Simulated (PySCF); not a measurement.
## Electronic structure of CH9NSi2 ((H3Si)2NMe) in real space

```xyz
13

Si    0.2936    1.6808    0.1340
H     1.1137    1.9942    1.3500
H     1.0543    2.0928   -1.0805
H    -0.9745    2.4685    0.2481
N    -0.0906   -0.0152   -0.0035
C    -0.9847   -0.5795    1.0006
Si    0.6743   -1.1240   -1.1125
H     1.6812   -2.0158   -0.4491
H     1.3623   -0.3330   -2.1731
H    -0.3685   -2.0139   -1.7139
H    -1.5125   -1.4648    0.6072
H    -1.7609    0.1483    1.2931
H    -0.4571   -0.8905    1.9218
```

Geometry: PBE0-D3(BJ)/def2-SVP.

All numbers below come from PySCF 2.14.0, wB97X-D/def2-SVPD, SCF density, gas phase.

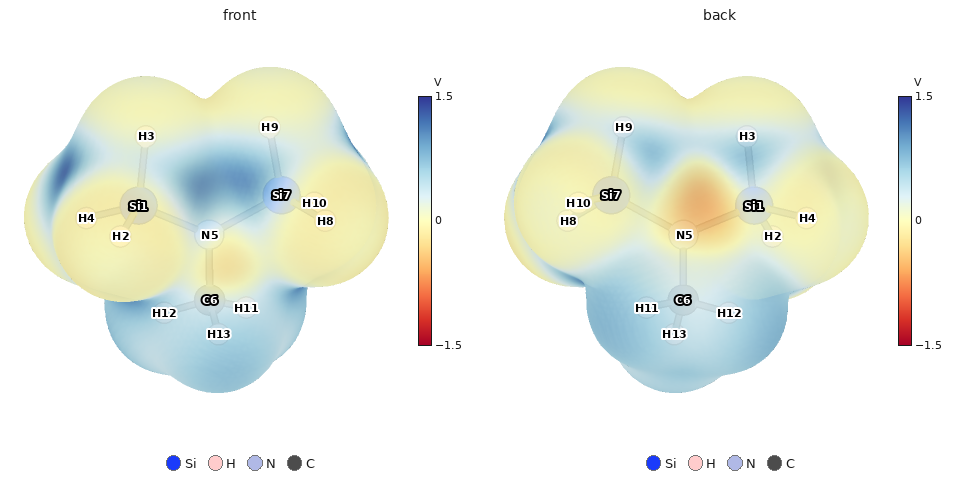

Figure 1. The molecular electrostatic potential painted on the density surface at 0.002 e/bohr³, seen from the front and from behind; the colour scale runs from red (negative) to blue (positive).

**Which sites attract a positive test charge, and which a negative one?**

A positive charge is drawn to the negative regions and a negative charge to the positive ones. The most negative region (about −0.5 V) lies over N5, the most positive (about +1.2 V) over Si1 and Si7.

**How polar is the molecule by this calculation?**

Its dipole moment is 0.81 D.

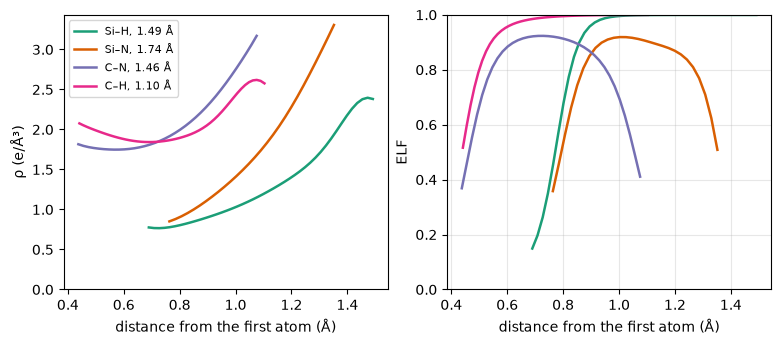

Figure 2. Total electron density and ELF along straight lines between neighbouring atoms. The curves leave out the atomic cores.

**What can be read from the curves?**

Si–H (1.49 Å): ρ at the midpoint is about 0.77 e/Å³; the ELF climbs to about 1 towards the hydrogen, as it does in any bond to H.
Si–N (1.74 Å): ρ at the midpoint is about 1.1 e/Å³; the ELF peaks at about 0.90 between the atoms (a shared but strongly polarised pair).
C–N (1.46 Å): ρ at the midpoint is about 1.9 e/Å³; the ELF peaks at about 0.90 between the atoms: a covalent bond.
C–H (1.10 Å): ρ at the midpoint is about 1.9 e/Å³; the ELF climbs to about 1 towards the hydrogen; a covalent bond by its length.
